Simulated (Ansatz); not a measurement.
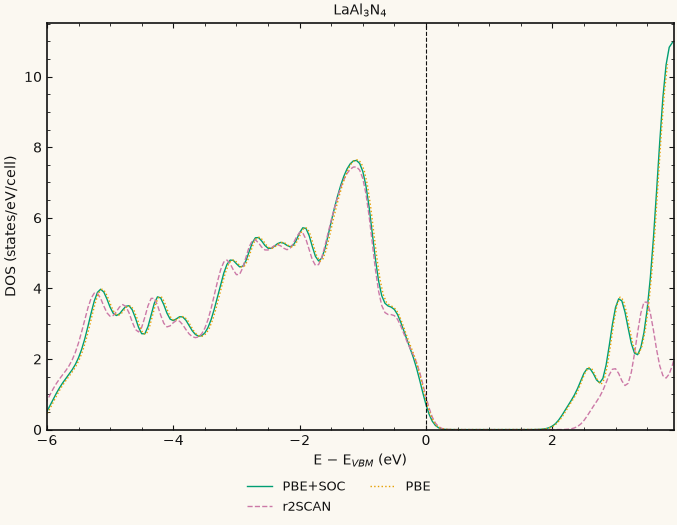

Total densities of states of LaAl3N4, space group Cm (No. 8), 8 atoms in the cell, by three methods on the same cell. The curves are built from the levels of the k mesh with Gaussians 0.3 eV wide, which also blur the band edges. Each is counted from its own valence-band top.

### What changes from one method to the other?

PBE+SOC gives a gap of 2.01 eV, r2SCAN gives a gap of 2.44 eV and PBE gives a gap of 2.03 eV.

Settings. PBE+SOC: DFT, PBE with spin-orbit coupling, plane waves, PAW, 8×8×6 k mesh, 420 eV cutoff (Ansatz). r2SCAN: DFT, r2SCAN, plane waves, PAW, no spin polarisation, 8×8×6 k mesh, 500 eV cutoff (Ansatz). PBE: DFT, PBE, plane waves, PAW, no spin polarisation, 8×8×6 k mesh, 420 eV cutoff, Fermi-Dirac smearing of 0.02 eV (Ansatz).

The atoms aren't at rest in this cell (largest force 0.3 eV/Å), so the relaxed material can differ.
